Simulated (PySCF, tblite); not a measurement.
# perfluoropropane (C3F8): a rotation path, then NMR shifts on frames

How do NMR shifts of perfluoropropane (C3F8) (`FC(F)(F)C(F)(F)C(F)(F)F`) change as the atoms move?

Computed with tblite 0.8.0 and PySCF 2.14.0, with density-fitted response routines of our own, on a single molecule in the gas phase. Atoms are numbered from 0 throughout.

## Step 1: Starting geometry

11 atoms, charge 0, multiplicity 1; geometry from: GFN2-xTB.

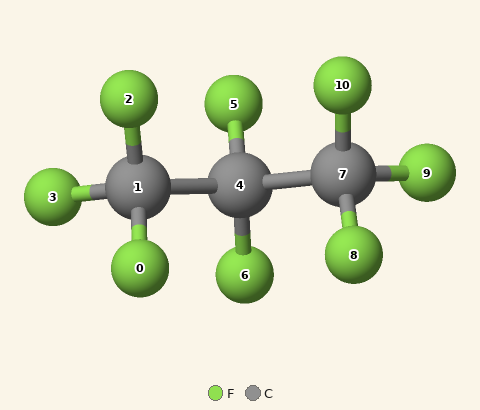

The starting geometry (fluorine green, carbon grey), atoms numbered.

## Step 2: A band between two rotamers with GFN2-xTB

The job: settings as JSON, then the geometry in Å.

```
{"job": {"kind": "neb", "xc": "GFN2-xTB", "basis": "xTB", "atoms": [2, 1, 4, 6], "turn": 120}, "charge": 0, "multiplicity": 1}
F      1.106509     1.201160    -1.167685
C      1.271354     0.311017    -0.195882
F      1.483484     0.969140     0.937853
F      2.352399    -0.404844    -0.468483
C      0.023899    -0.615554    -0.073730
F      0.243618    -1.517305     0.897870
F     -0.135273    -1.289107    -1.225175
C     -1.288561     0.162427     0.245170
F     -1.559938     1.044087    -0.710205
F     -2.310449    -0.675528     0.338561
F     -1.181617     0.817178     1.395742
```

Level: GFN2-xTB climbing-image nudged elastic band, gas phase.

Started as:

```bash
OMP_NUM_THREADS=1 python probes_run.py task.json out
```

This one command runs all jobs of the session in turn.

Standard output:

```text
image   E - E0 / eV
  0       0.0000
  1       0.0092
  2       0.0240
  3       0.0354
  4       0.0385
  5       0.0322
  6       0.0196
  7       0.0065
  8       0.0000
```

Run time: 2 s. Hardware: 1 thread of Intel Xeon Platinum 8488C, shared host; peak memory 0.18 GiB.

The final band, with the dihedral F2–C1–C4–F6:

```tsv
image	dihedral (°)	energy (eV)	energy (kcal/mol)
0	-178	0.000	0.0
1	-163	0.009	0.2
2	-148	0.024	0.6
3	-134	0.035	0.8
4	-119	0.038	0.9
5	-104	0.032	0.7
6	-89	0.020	0.5
7	-74	0.007	0.2
8	-59	0.000	0.0
```

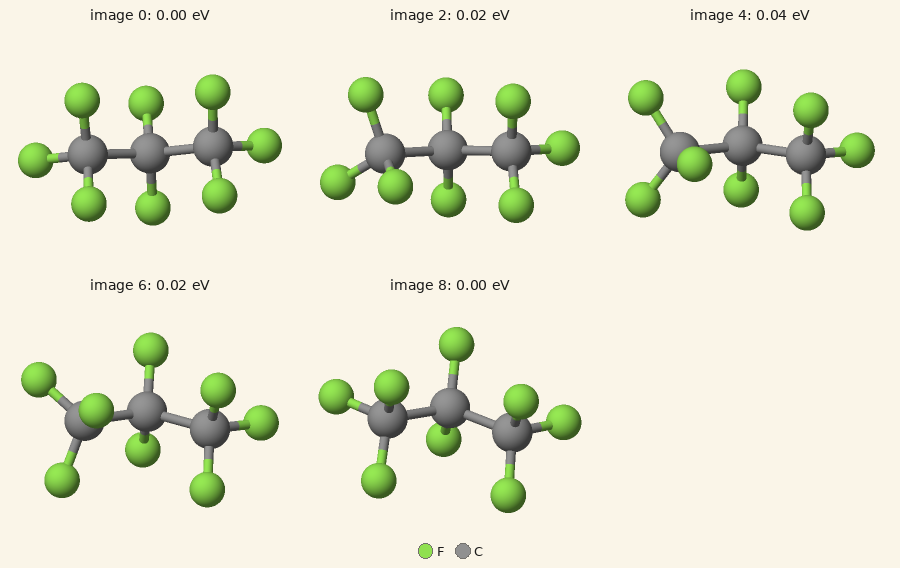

Images along the band.

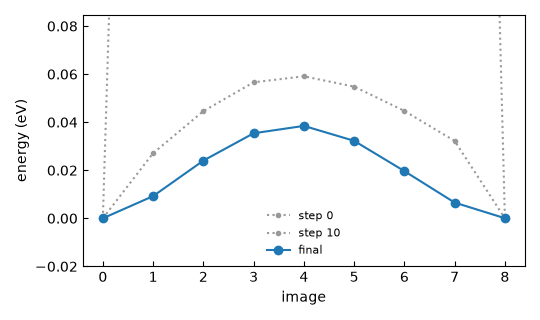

Energy along the band, early and final.

## Step 3: Shielding tensors: image 0, PBE0/pcSseg-1

The job: settings as JSON, then the geometry in Å.

```
{"job": {"kind": "nmr", "xc": "PBE0", "basis": "pcSseg-1", "pop": false}, "charge": 0, "multiplicity": 1}
F      1.106500     1.201200    -1.167700
C      1.271400     0.311000    -0.195900
F      1.483500     0.969100     0.937900
F      2.352400    -0.404800    -0.468500
C      0.023900    -0.615600    -0.073700
F      0.243600    -1.517300     0.897900
F     -0.135300    -1.289100    -1.225200
C     -1.288600     0.162400     0.245200
F     -1.559900     1.044100    -0.710200
F     -2.310400    -0.675500     0.338600
F     -1.181600     0.817200     1.395700
```

With the program's defaults for keys left out, this is: GIAO PBE0/pcSseg-1 NMR shielding, non-relativistic, gas phase.

Standard output:

```text
coarse grid: 11952 points
cycle   1  E = -911.6770242466  dE =  2.151e+00  |g| = 1.420e+00  |ddm| = 2.946e+00
cycle   2  E = -911.1697735431  dE =  5.073e-01  |g| = 2.364e+00  |ddm| = 1.791e+00
cycle   3  E = -912.0087169063  dE = -8.389e-01  |g| = 8.190e-02  |ddm| = 1.146e+00
cycle   4  E = -912.0091909535  dE = -4.740e-04  |g| = 6.389e-02  |ddm| = 7.181e-02
cycle   5  E = -912.0097878738  dE = -5.969e-04  |g| = 1.256e-02  |ddm| = 3.547e-02
cycle   6  E = -912.0098081089  dE = -2.024e-05  |g| = 2.398e-03  |ddm| = 6.998e-03
cycle   7  E = -912.0098089920  dE = -8.831e-07  |g| = 8.107e-04  |ddm| = 1.946e-03
final grid: 126456 points
cycle   8  E = -912.1240375361  dE = -6.571e-05  |g| = 6.787e-03  |ddm| = 2.191e-02
cycle   9  E = -912.1240289667  dE =  8.569e-06  |g| = 1.039e-02  |ddm| = 8.895e-03
cycle  10  E = -912.1240454490  dE = -1.648e-05  |g| = 3.717e-04  |ddm| = 4.846e-03
cycle  11  E = -912.1240454681  dE = -1.909e-08  |g| = 2.090e-04  |ddm| = 3.850e-04
cycle  12  E = -912.1240454737  dE = -5.632e-09  |g| = 6.961e-05  |ddm| = 1.385e-04
cycle  13  E = -912.1240454744  dE = -6.755e-10  |g| = 1.127e-05  |ddm| = 4.189e-05
converged SCF energy = -912.1240454744

GIAO shielding tensors (ppm)
atom      isotropic    diamagn.    paramagn.     s11        s22        s33       span
  0 F      263.688     472.265    -208.577    191.913    261.467    337.683    145.770
  1 C       60.197     241.006    -180.808     48.769     63.725     68.098     19.329
  2 F      263.656     472.274    -208.618    191.942    261.503    337.523    145.581
  3 F      271.232     469.224    -197.993    198.061    265.150    350.484    152.423
  4 C       72.402     242.192    -169.790     55.987     77.191     84.030     28.042
  5 F      319.971     471.041    -151.070    227.572    353.750    378.590    151.018
  6 F      320.100     471.013    -150.913    227.869    353.755    378.676    150.807
  7 C       60.211     241.000    -180.789     48.782     63.738     68.113     19.332
  8 F      263.707     472.259    -208.552    191.927    261.557    337.636    145.709
  9 F      271.282     469.226    -197.944    198.168    265.232    350.445    152.278
 10 F      263.650     472.284    -208.634    191.918    261.424    337.608    145.690
```

Wall time 22 s (1 thread of Intel Xeon Platinum 8488C, shared host); peak memory 0.86 GiB.

The references, computed at this level on geometries of the same kind, shield at (ppm): 13C TMS 186.9, 19F CFCl3 170.9. Their shielding less the atom's gives the shift. The references are single molecules in the gas phase, so shifts against H2O, NH3, PH3, H3PO4 or CFCl3 are not on the usual liquid scales and can be off by tens of ppm. Each atom is listed at this fixed geometry, with no averaging over motion; a spectrum would average atoms that exchange fast.

```tsv
atoms	environment	σ (ppm)	δ (ppm)
C1	CF3 carbon	60.2	126.7
C7	CF3 carbon	60.2	126.7
C4	fully substituted sp3 carbon bonded to 2 F	72.4	114.5
F10	fluorine of a CF3 group	263.7	-92.7
F2	fluorine of a CF3 group	263.7	-92.7
F0	fluorine of a CF3 group	263.7	-92.7
F8	fluorine of a CF3 group	263.7	-92.8
F3	fluorine of a CF3 group	271.2	-100.3
F9	fluorine of a CF3 group	271.3	-100.3
F5	fluorine of a CF2 group	320.0	-149.0
F6	fluorine of a CF2 group	320.1	-149.2
```

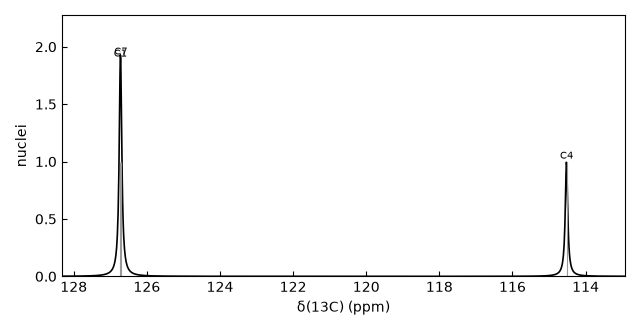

13C lines at the computed shifts, without couplings. Lines are broadened to a width of 0.08 ppm (Lorentzian).

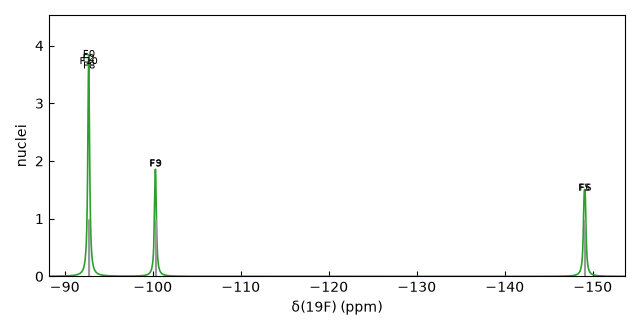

19F lines at the computed shifts, without couplings. Lines are broadened to a width of 0.23 ppm (Lorentzian).

## Step 4: NMR shieldings: image 2, PBE0/pcSseg-1

The job: settings as JSON, then the geometry in Å.

```
{"job": {"kind": "nmr", "xc": "PBE0", "basis": "pcSseg-1", "pop": false}, "charge": 0, "multiplicity": 1}
F      0.959100     1.450800    -0.771100
C      1.282200     0.310000    -0.170300
F      1.802500     0.604700     1.013600
F      2.214300    -0.288000    -0.897200
C      0.033800    -0.617800    -0.000800
F      0.215300    -1.384500     1.087700
F     -0.066200    -1.436800    -1.059800
C     -1.306000     0.166700     0.155200
F     -1.551900     0.925200    -0.905800
F     -2.318700    -0.676700     0.294500
F     -1.259000     0.949200     1.228000
```

With the program's defaults for keys left out, this is: GIAO PBE0/pcSseg-1 NMR shielding, non-relativistic, gas phase.

Standard output:

```text
coarse grid: 11952 points
cycle   1  E = -911.6721153878  dE =  2.152e+00  |g| = 1.422e+00  |ddm| = 2.965e+00
cycle   2  E = -911.1595828116  dE =  5.125e-01  |g| = 2.372e+00  |ddm| = 1.801e+00
cycle   3  E = -912.0048377760  dE = -8.453e-01  |g| = 8.318e-02  |ddm| = 1.152e+00
cycle   4  E = -912.0053193305  dE = -4.816e-04  |g| = 6.530e-02  |ddm| = 7.301e-02
cycle   5  E = -912.0059438987  dE = -6.246e-04  |g| = 1.243e-02  |ddm| = 3.640e-02
cycle   6  E = -912.0059636648  dE = -1.977e-05  |g| = 2.426e-03  |ddm| = 7.161e-03
cycle   7  E = -912.0059645705  dE = -9.057e-07  |g| = 8.219e-04  |ddm| = 1.980e-03
final grid: 126456 points
cycle   8  E = -912.1216745813  dE = -6.993e-05  |g| = 7.139e-03  |ddm| = 2.252e-02
cycle   9  E = -912.1216650456  dE =  9.536e-06  |g| = 1.094e-02  |ddm| = 9.338e-03
cycle  10  E = -912.1216831447  dE = -1.810e-05  |g| = 3.180e-04  |ddm| = 5.078e-03
cycle  11  E = -912.1216831576  dE = -1.286e-08  |g| = 2.068e-04  |ddm| = 3.449e-04
cycle  12  E = -912.1216831632  dE = -5.629e-09  |g| = 6.341e-05  |ddm| = 1.368e-04
cycle  13  E = -912.1216831638  dE = -5.543e-10  |g| = 1.145e-05  |ddm| = 3.920e-05
converged SCF energy = -912.1216831638

GIAO shielding tensors (ppm)
atom      isotropic    diamagn.    paramagn.     s11        s22        s33       span
  0 F      262.408     472.883    -210.475    192.369    259.579    335.276    142.908
  1 C       59.932     240.693    -180.760     48.406     63.815     67.577     19.171
  2 F      260.453     470.773    -210.321    186.131    261.283    333.944    147.813
  3 F      266.163     469.129    -202.966    193.211    265.602    339.677    146.466
  4 C       71.521     242.603    -171.082     55.485     76.673     82.405     26.921
  5 F      313.185     470.932    -157.747    219.646    354.231    365.678    146.032
  6 F      315.037     470.758    -155.722    230.869    346.433    367.808    136.939
  7 C       60.089     241.186    -181.096     48.740     63.324     68.204     19.465
  8 F      262.858     472.101    -209.242    190.168    262.263    336.144    145.975
  9 F      271.017     469.261    -198.244    197.654    264.713    350.684    153.029
 10 F      266.896     472.412    -205.516    194.701    264.177    341.809    147.109
```

Wall time 22 s (1 thread of Intel Xeon Platinum 8488C, shared host); peak memory 0.91 GiB.

Key values: δ C1 127.0, C7 126.8, C4 115.4, F2 -89.5 ppm.

## Step 5: Shielding tensors: image 4, PBE0/pcSseg-1

The job: settings as JSON, then the geometry in Å.

```
{"job": {"kind": "nmr", "xc": "PBE0", "basis": "pcSseg-1", "pop": false}, "charge": 0, "multiplicity": 1}
F      0.914200     1.581100    -0.297700
C      1.285500     0.312700    -0.142400
F      2.109200     0.256000     0.893400
F      1.953000    -0.052400    -1.226600
C      0.041000    -0.617400     0.083400
F      0.166200    -1.248700     1.261600
F      0.003000    -1.557100    -0.874800
C     -1.311500     0.159900     0.071600
F     -1.485000     0.787600    -1.086000
F     -2.325100    -0.676400     0.241800
F     -1.345200     1.057300     1.049900
```

With the program's defaults for keys left out, this is: GIAO PBE0/pcSseg-1 NMR shielding, non-relativistic, gas phase.

Standard output:

```text
coarse grid: 11952 points
cycle   1  E = -911.6705356477  dE =  2.155e+00  |g| = 1.423e+00  |ddm| = 2.995e+00
cycle   2  E = -911.1542305190  dE =  5.163e-01  |g| = 2.378e+00  |ddm| = 1.794e+00
cycle   3  E = -912.0038817772  dE = -8.497e-01  |g| = 8.427e-02  |ddm| = 1.145e+00
cycle   4  E = -912.0043685058  dE = -4.867e-04  |g| = 6.653e-02  |ddm| = 7.386e-02
cycle   5  E = -912.0050166528  dE = -6.481e-04  |g| = 1.224e-02  |ddm| = 3.711e-02
cycle   6  E = -912.0050357850  dE = -1.913e-05  |g| = 2.437e-03  |ddm| = 7.174e-03
cycle   7  E = -912.0050366986  dE = -9.136e-07  |g| = 8.302e-04  |ddm| = 2.002e-03
final grid: 126456 points
cycle   8  E = -912.1200152099  dE = -6.772e-05  |g| = 7.152e-03  |ddm| = 2.370e-02
cycle   9  E = -912.1200055788  dE =  9.631e-06  |g| = 1.097e-02  |ddm| = 9.293e-03
cycle  10  E = -912.1200238691  dE = -1.829e-05  |g| = 3.454e-04  |ddm| = 5.078e-03
cycle  11  E = -912.1200238845  dE = -1.540e-08  |g| = 2.175e-04  |ddm| = 3.714e-04
cycle  12  E = -912.1200238907  dE = -6.195e-09  |g| = 6.575e-05  |ddm| = 1.453e-04
cycle  13  E = -912.1200238913  dE = -6.094e-10  |g| = 1.127e-05  |ddm| = 4.146e-05
converged SCF energy = -912.1200238913

GIAO shielding tensors (ppm)
atom      isotropic    diamagn.    paramagn.     s11        s22        s33       span
  0 F      257.612     473.079    -215.467    187.498    253.906    331.431    143.933
  1 C       59.795     240.390    -180.595     48.000     64.047     67.339     19.338
  2 F      260.393     469.422    -209.028    187.067    264.838    329.276    142.209
  3 F      260.638     469.411    -208.773    187.223    265.375    329.318    142.095
  4 C       70.714     243.132    -172.418     55.300     76.113     80.730     25.431
  5 F      308.541     470.680    -162.139    223.608    345.223    356.791    133.183
  6 F      308.604     470.661    -162.058    224.147    345.265    356.399    132.252
  7 C       60.074     241.410    -181.337     48.686     63.240     68.295     19.609
  8 F      265.957     472.328    -206.371    192.816    264.701    340.354    147.538
  9 F      271.921     469.283    -197.362    198.435    266.445    350.883    152.448
 10 F      266.406     472.280    -205.875    193.192    265.470    340.555    147.364
```

It took 22 s on 1 thread of Intel Xeon Platinum 8488C, shared host; peak memory 0.91 GiB.

In short: δ C1 127.1, C7 126.9, C4 116.2, F0 -86.7 ppm.

## Step 6: Shielding tensors: image 6, PBE0/pcSseg-1

The job: settings as JSON, then the geometry in Å.

```
{"job": {"kind": "nmr", "xc": "PBE0", "basis": "pcSseg-1", "pop": false}, "charge": 0, "multiplicity": 1}
F      1.017100     1.587200     0.183000
C      1.281100     0.318200    -0.113600
F      2.324800    -0.061900     0.608000
F      1.614300     0.258700    -1.395900
C      0.046300    -0.599600     0.167000
F      0.119600    -1.086500     1.415700
F      0.081400    -1.643700    -0.678200
C     -1.313100     0.142300    -0.010800
F     -1.409800     0.634300    -1.241600
F     -2.324800    -0.690000     0.188100
F     -1.431300     1.143700     0.852300
```

With the program's defaults for keys left out, this is: GIAO PBE0/pcSseg-1 NMR shielding, non-relativistic, gas phase.

Standard output:

```text
coarse grid: 11952 points
cycle   1  E = -911.6737557112  dE =  2.154e+00  |g| = 1.422e+00  |ddm| = 2.968e+00
cycle   2  E = -911.1612320394  dE =  5.125e-01  |g| = 2.372e+00  |ddm| = 1.800e+00
cycle   3  E = -912.0064039301  dE = -8.452e-01  |g| = 8.303e-02  |ddm| = 1.152e+00
cycle   4  E = -912.0068811204  dE = -4.772e-04  |g| = 6.530e-02  |ddm| = 7.293e-02
cycle   5  E = -912.0075047560  dE = -6.236e-04  |g| = 1.240e-02  |ddm| = 3.641e-02
cycle   6  E = -912.0075244237  dE = -1.967e-05  |g| = 2.423e-03  |ddm| = 7.144e-03
cycle   7  E = -912.0075253258  dE = -9.022e-07  |g| = 8.228e-04  |ddm| = 1.974e-03
final grid: 126456 points
cycle   8  E = -912.1219061515  dE = -6.583e-05  |g| = 6.658e-03  |ddm| = 2.247e-02
cycle   9  E = -912.1218980186  dE =  8.133e-06  |g| = 1.016e-02  |ddm| = 8.911e-03
cycle  10  E = -912.1219138567  dE = -1.584e-05  |g| = 3.985e-04  |ddm| = 4.788e-03
cycle  11  E = -912.1219138792  dE = -2.250e-08  |g| = 2.054e-04  |ddm| = 4.085e-04
cycle  12  E = -912.1219138845  dE = -5.284e-09  |g| = 7.343e-05  |ddm| = 1.409e-04
cycle  13  E = -912.1219138852  dE = -7.474e-10  |g| = 1.173e-05  |ddm| = 4.476e-05
converged SCF energy = -912.1219138852

GIAO shielding tensors (ppm)
atom      isotropic    diamagn.    paramagn.     s11        s22        s33       span
  0 F      262.121     472.931    -210.810    192.046    258.855    335.462    143.416
  1 C       59.940     240.740    -180.800     48.350     63.851     67.618     19.267
  2 F      266.444     469.122    -202.678    193.351    266.336    339.646    146.295
  3 F      260.576     470.790    -210.214    186.062    262.043    333.624    147.562
  4 C       71.532     242.661    -171.129     55.585     76.582     82.428     26.843
  5 F      315.470     470.742    -155.272    231.004    347.322    368.084    137.080
  6 F      313.450     470.897    -157.448    220.430    354.019    365.900    145.470
  7 C       60.118     241.262    -181.145     48.698     63.324     68.330     19.633
  8 F      266.927     472.507    -205.580    194.799    263.981    342.002    147.203
  9 F      271.477     469.246    -197.769    198.063    265.677    350.692    152.629
 10 F      263.058     472.077    -209.019    189.812    263.141    336.220    146.408
```

It took 22 s on 1 thread of Intel Xeon Platinum 8488C, shared host; peak memory 0.91 GiB.

In short: δ C1 127.0, C7 126.8, C4 115.4, F3 -89.6 ppm.

## Step 7: Nuclear shieldings: image 8, PBE0/pcSseg-1

The job: settings as JSON, then the geometry in Å.

```
{"job": {"kind": "nmr", "xc": "PBE0", "basis": "pcSseg-1", "pop": false}, "charge": 0, "multiplicity": 1}
F      1.229900     1.451900     0.625700
C      1.278400     0.328600    -0.081300
F      2.404700    -0.301500     0.218900
F      1.311900     0.650400    -1.369600
C      0.047200    -0.575500     0.229500
F      0.064900    -0.909300     1.530600
F      0.146500    -1.709900    -0.483600
C     -1.312500     0.112700    -0.100000
F     -1.380700     0.429400    -1.388100
F     -2.321000    -0.699300     0.182100
F     -1.463900     1.225200     0.609700
```

Method: GIAO PBE0/pcSseg-1 NMR shielding, non-relativistic, gas phase.

Standard output:

```text
coarse grid: 11952 points
cycle   1  E = -911.6750127278  dE =  2.149e+00  |g| = 1.420e+00  |ddm| = 2.946e+00
cycle   2  E = -911.1673261868  dE =  5.077e-01  |g| = 2.365e+00  |ddm| = 1.792e+00
cycle   3  E = -912.0067516807  dE = -8.394e-01  |g| = 8.186e-02  |ddm| = 1.147e+00
cycle   4  E = -912.0072238167  dE = -4.721e-04  |g| = 6.393e-02  |ddm| = 7.183e-02
cycle   5  E = -912.0078210202  dE = -5.972e-04  |g| = 1.257e-02  |ddm| = 3.549e-02
cycle   6  E = -912.0078412785  dE = -2.026e-05  |g| = 2.398e-03  |ddm| = 6.997e-03
cycle   7  E = -912.0078421614  dE = -8.829e-07  |g| = 8.128e-04  |ddm| = 1.945e-03
final grid: 126456 points
cycle   8  E = -912.1239675267  dE = -6.976e-05  |g| = 6.928e-03  |ddm| = 2.238e-02
cycle   9  E = -912.1239586345  dE =  8.892e-06  |g| = 1.059e-02  |ddm| = 9.033e-03
cycle  10  E = -912.1239756882  dE = -1.705e-05  |g| = 3.435e-04  |ddm| = 4.914e-03
cycle  11  E = -912.1239757042  dE = -1.597e-08  |g| = 2.021e-04  |ddm| = 3.593e-04
cycle  12  E = -912.1239757094  dE = -5.223e-09  |g| = 6.847e-05  |ddm| = 1.315e-04
cycle  13  E = -912.1239757101  dE = -6.553e-10  |g| = 1.143e-05  |ddm| = 4.194e-05
converged SCF energy = -912.1239757101

GIAO shielding tensors (ppm)
atom      isotropic    diamagn.    paramagn.     s11        s22        s33       span
  0 F      263.571     472.289    -208.718    191.786    261.470    337.457    145.670
  1 C       60.165     241.024    -180.858     48.722     63.654     68.120     19.398
  2 F      271.219     469.217    -197.999    198.027    265.076    350.553    152.527
  3 F      263.432     472.281    -208.849    191.587    261.291    337.418    145.831
  4 C       72.387     242.201    -169.814     55.976     77.160     84.025     28.049
  5 F      320.227     471.016    -150.789    228.127    353.762    378.792    150.665
  6 F      320.057     471.019    -150.962    227.682    353.818    378.672    150.991
  7 C       60.135     241.025    -180.890     48.701     63.657     68.046     19.345
  8 F      263.514     472.276    -208.763    191.818    261.307    337.416    145.598
  9 F      271.167     469.235    -198.068    197.893    265.040    350.568    152.675
 10 F      263.526     472.277    -208.751    191.756    261.335    337.489    145.733
```

Wall time 22 s (1 thread of Intel Xeon Platinum 8488C, shared host); peak memory 0.9 GiB.

In short: δ C7 126.8, C1 126.8, C4 114.5, F3 -92.5 ppm.

## Step 8: Run by run: NMR shifts

Shifts (ppm) of some atoms, chosen among heavy atoms and hydrogens apart, with basis size and wall time:

```tsv
frame	F2	F0	F3	F5	F6	functions	time
image 0	-92.7	-92.7	-100.3	-149.0	-149.2	187	22 s
image 2	-89.5	-91.5	-95.2	-142.2	-144.1	187	22 s
image 4	-89.4	-86.7	-89.7	-137.6	-137.7	187	22 s
image 6	-95.5	-91.2	-89.6	-144.5	-142.5	187	22 s
image 8	-100.3	-92.6	-92.5	-149.3	-149.1	187	22 s
```

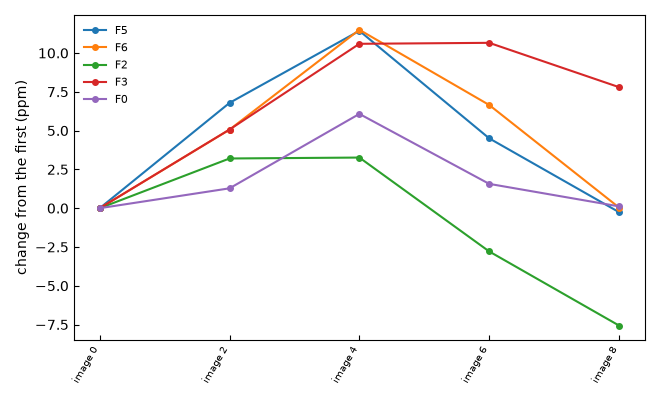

How the tabulated atoms move from run to run.

## Step 9: Summary of results

| quantity | value |
| --- | --- |
| barrier | 0.038 eV (0.9 kcal/mol) at image 4 |
| end to end (GFN2-xTB) | 0.000 eV |
| 13C shifts against TMS (PBE0/pcSseg-1, image 0) | 126.7, 126.7, 114.5 ppm |
| 19F shifts against CFCl3 (PBE0/pcSseg-1, image 0) | -92.7, -92.7, -92.7, -92.8, -100.3, -100.3, -149.0, -149.2 ppm |
| range of the shift of F5 | -149.3 to -137.6 ppm |

Along the band the dihedral turns by 119°, and the top (dihedral -119°) lies 0.9 kcal/mol above the start (GFN2-xTB, rough), so at room temperature this motion is fast. The top was not checked by a frequency run. Shifts at one fixed geometry are not the observed spectrum, which averages over the motion. In ppm, F5 moves most: its shift spreads over 11.7 ppm, from -149.3 (image 8) to -137.6 (image 4).
